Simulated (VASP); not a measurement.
Given:

```xyz
4
Lattice="1.5607 -2.7033 0.0000 1.5607 2.7033 0.0000 0.0000 0.0000 4.9986" Properties=species:S:1:pos:R:3 pbc="T T T"
Al     1.5607    -0.9011     2.4996
Al     1.5607     0.9011     0.0003
N      1.5607    -0.9011     4.4085
N      1.5607     0.9011     1.9092
```

Computed with optB86b-vdW, VASP's PBE PAW potentials (set 64) (plane waves; VASP 6.6.1). Settings: 520 eV cut-off, 9×9×5 Γ-centred mesh, tetrahedra with Blöchl corrections, potentials Al N.

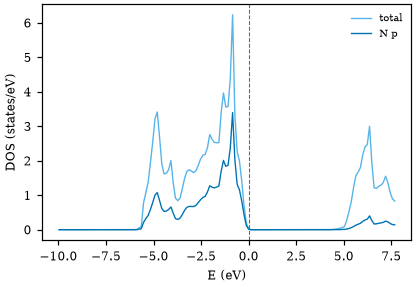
Fig. 1. Total and projected density of states, zero at the valence-band maximum

Within 2 eV below the valence-band maximum the largest weight inside VASP's projection spheres is N p.

The gap is direct, 4.19 eV, from the valence maximum at Γ to the conduction minimum at Γ.

The compound is AlN in the wurtzite structure. It was relaxed first.
